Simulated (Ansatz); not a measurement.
The starting structures come from a database of crystals and need not be the phases stable at ambient conditions.

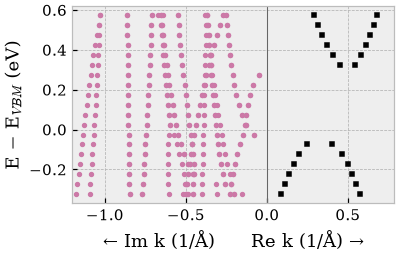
Complex bands at the centre of the two-dimensional zone; r2SCAN run with Ansatz (a program for electronic structure)

The gap is the functional's own. No spin-orbit coupling. Mid-gap values are those at the computed energy nearest the middle.

This is SiRu (P2_13, 8 atoms a cell, 13.0 Å³ an atom) along the normal of (110). Read off the slowest decay at the centre of the two-dimensional zone at 0.17 eV, the computed energy nearest the middle of the gap.

κ ≈ 0.10 1/Å, a decay length 1/(2κ) of the density of 4.9 Å.
